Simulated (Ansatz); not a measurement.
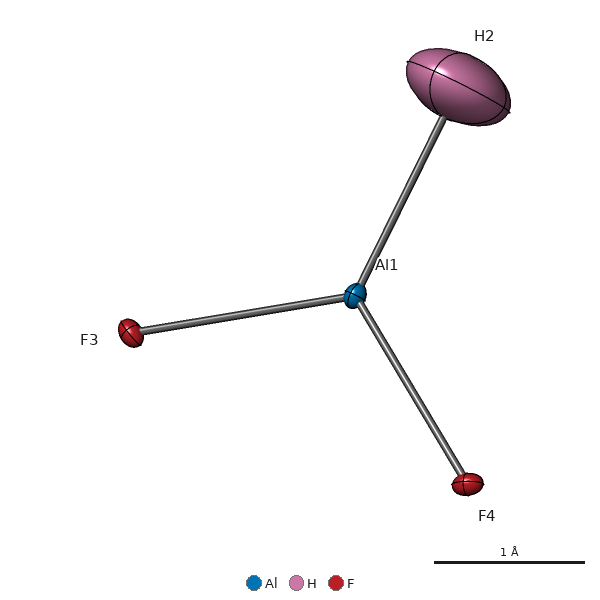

Displacement ellipsoids at the 50 % level, enlarged 1.5 times, from the internal vibrations of the free molecule (harmonic, no overall translation or rotation; no half-axis is drawn under 0.075 Å). Vibrations computed with RKS PBE0-D4/def2-TZVP (Ansatz 0.2.0). Temperature: 298 K.

List U_eq and the three principal root-mean-square amplitudes for each kind of atom.

| atom | U_eq (Å²) | rms amplitudes (Å) |
| --- | --- | --- |
| Al1 | 0.00072 | 0.018, 0.019, 0.038 |
| H2 | 0.0217 | 0.097, 0.162, 0.172 |
| F3, F4 | 0.00098 | 0.008, 0.023, 0.048 |
